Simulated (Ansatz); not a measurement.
Cl₃F₃Mo···H₂

```xyz
9

Mo    0.0943   -0.1784   -0.0499
Cl   -0.0248   -0.1423    2.2533
Cl    2.4084   -0.0421    0.0166
F    -0.0073    1.6747   -0.1660
Cl   -2.2054   -0.3761   -0.2537
F     0.2250   -2.0354   -0.0499
F     0.2012   -0.2123   -1.9173
H    -1.5309    1.7627    1.2873
H    -1.7125    1.7917    1.9816
```

Core potentials replace the inner electrons of Mo; not at a stationary point (largest force 1.9 eV/Å).

All numbers below come from RKS revPBE/def2-SVP (Ansatz).

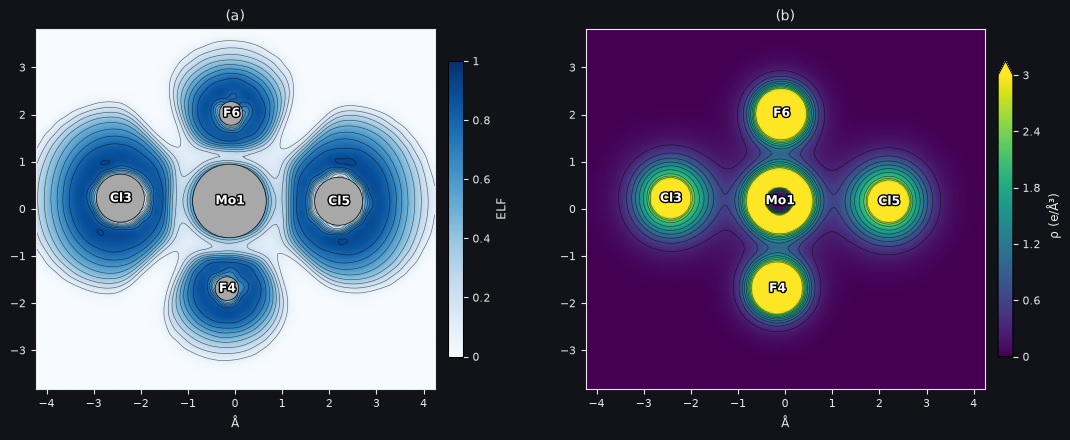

Figure 1. (a) electron localisation function; (b) electron density on the plane of atoms F4, Mo1 and Cl5. Grey discs cover the atomic cores in the ELF map.

### Read the bonding off the picture.

Atoms in the plane: Mo, Cl and F. Mo–F (1.86 Å): the density is about 1.1 e/Å³ at the midpoint; the ELF peaks at about 0.85 in the valence shell of F, 0.5 Å from its nucleus, and drops to about 0.25 between the two atoms. Mo–Cl (2.32 Å): the density is about 0.62 e/Å³ at the midpoint; the ELF peaks at about 0.85 in the valence shell of Cl, 0.9 Å from its nucleus, and is about 0.35 at the midpoint.

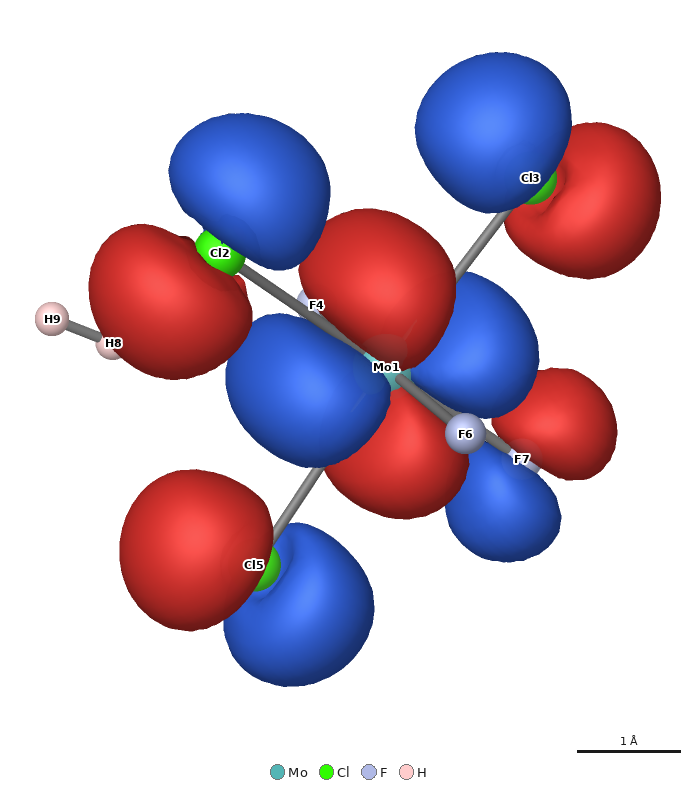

Figure 2. The LUMO at ±0.08 Å⁻³ᐟ² (red and blue are the two phases), seen at a tilt.

### What is the character of this orbital?

It lies mainly on Mo1 (about 55 %), Cl2 (about 10 %), Cl5 (about 10 %), Cl3 (about 10 %) and F7 (about 10 %). Its energy is −6.45 eV.

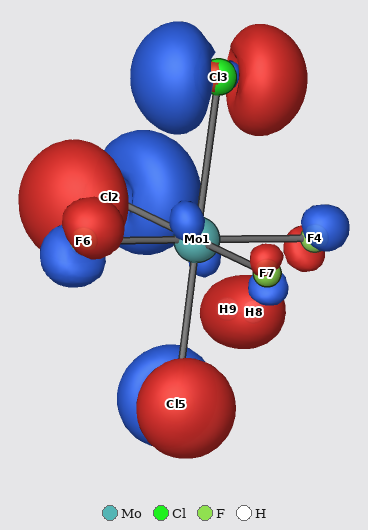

Figure 3. The HOMO−1 at ±0.15 Å⁻³ᐟ² (blue and red are the two phases), seen at an oblique angle.

### Describe this orbital and give its energy.

By Hirshfeld shares it lies mainly on Cl2 (about 35 %), Cl3 (about 25 %), Cl5 (about 15 %), F6 (about 5 %) and Mo1 (about 5 %); largely a combination of lone pairs on Cl2, Cl3, Cl5 and F6. Its energy is −8.64 eV.
